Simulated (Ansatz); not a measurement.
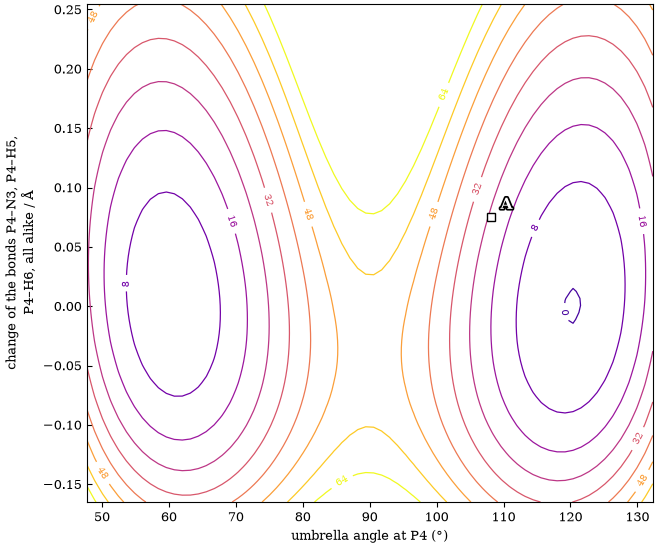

CH2NOP, SMILES O=C=NP. 
- The first coordinate is: umbrella angle at P4 (between each of its bonds and their common axis; 90 is planar); the second: change of the bonds P4–N3, P4–H5, P4–H6, all alike.
- Nothing is relaxed (all other coordinates rigid).
- Grid: 15 × 15 points.
- Points are written as (first, second).
- Energies: kcal/mol, counted from the lowest grid point.
- Level of theory: RHF/def2-TZVP (Ansatz 0.2.0).

The picture shows contour lines labelled in kcal/mol (none above 64), the point A. Between grid points the surface is interpolated.

Q: Is A at rest? If not, where is it pushed?

A: A, at (108.1°, 0.075 Å), is not a stationary point. The computed force is 2.6 kcal/mol for each degree towards larger values of the first coordinate and 137 kcal/mol for each Å towards smaller values of the second coordinate.
